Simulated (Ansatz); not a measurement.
## Electronic structure of H4O2Si in real space

Input

```
crystal:
  periodic: [false, false, false]
  atoms:
    - { symbol: Si, position_ang: [0.0, 0.0, 0.0] }
    - { symbol: H, position_ang: [0.0, 0.0, 1.46] }
    - { symbol: O, position_ang: [1.5842, 0.0, -0.5594] }
    - { symbol: H, position_ang: [1.9006, -0.9521, -0.6761] }
    - { symbol: O, position_ang: [-0.7913, 1.3709, -0.5594] }
    - { symbol: H, position_ang: [-1.7491, 1.1401, -0.7818] }
    - { symbol: H, position_ang: [-0.6877, -1.1914, -0.4862] }
basis:
  gaussian: { orbitals: "6-31G" }
hamiltonian:
  xc: pbe
  dispersion: d4
relax:
  f_tol: 0.02
  max_steps: 40
output:
  orbitals: {}
```

Command:

```sh
ansatz run input.yaml --threads 1 --pin off --max-ram 2048MiB --backend cpu --events-out ev --progress --plain --runs-dir out
```

The fields are those of the run's last geometry, not of the input's.

These are results of Ansatz, RKS PBE-D4/6-31G, not measurements.

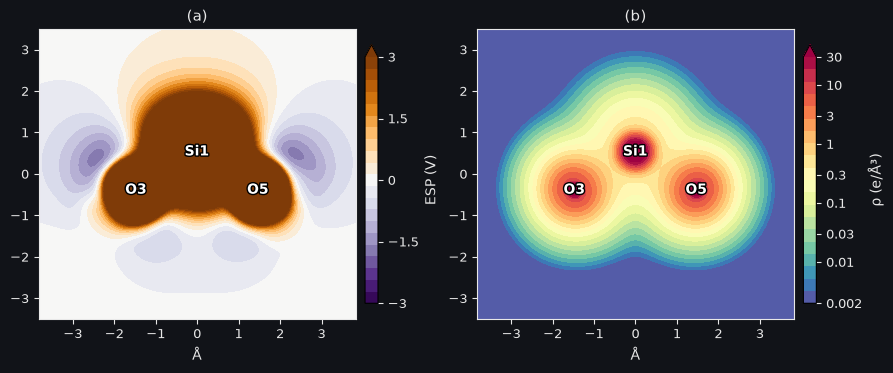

Figure 1. (a) molecular electrostatic potential; (b) total electron density on the plane of atoms O3, Si1 and O5.

**What does the map show?**

The plane passes through Si and O nuclei. Si–O (1.74 Å): ρ is about 0.81 e/Å³ halfway. Outside the dense part of the molecule the potential is most negative (−1.7 V) near O3 and O5.

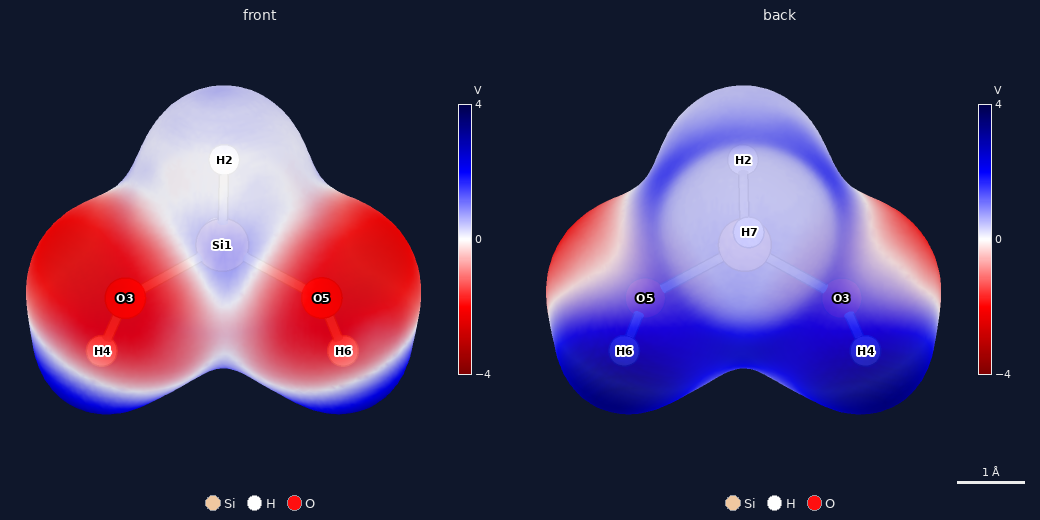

Figure 2. The molecular electrostatic potential painted on the density surface at 0.004 e/bohr³, seen from the front and from behind; the colour scale runs from red (negative) to blue (positive).

**Which sites attract a positive test charge, and which a negative one?**

A positive charge is drawn to the negative regions and a negative charge to the positive ones. The most negative region (about −2.3 V) lies over O3 and O5, the most positive (about +3.4 V) over H4 and H6.

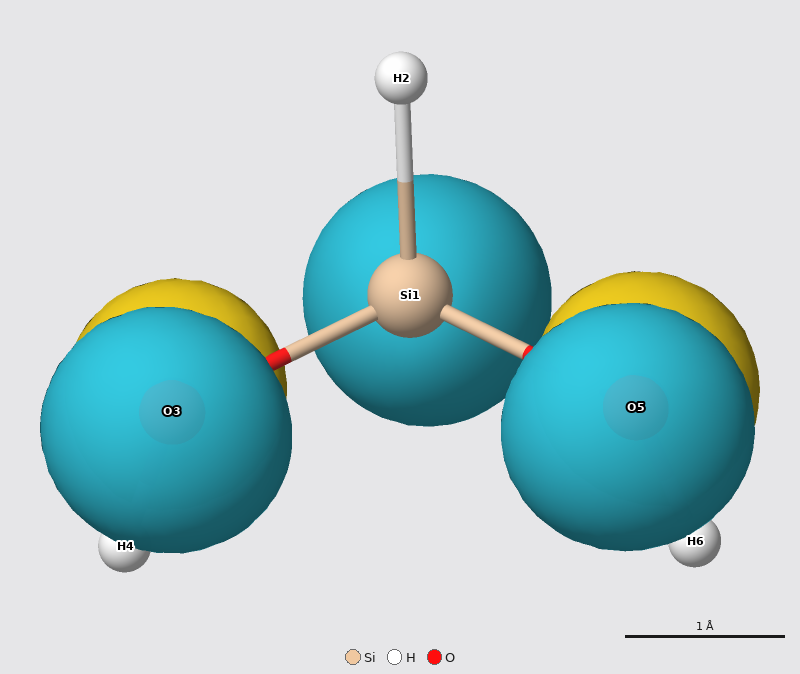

Figure 3. The HOMO at ±0.15 Å⁻³ᐟ² (yellow and cyan are the two phases), seen across its widest extent.

**Where does this orbital lie, and at what energy?**

It lies mainly on O3 (about 35 %), O5 (about 35 %) and H7 (about 15 %). Its energy is −6.86 eV.
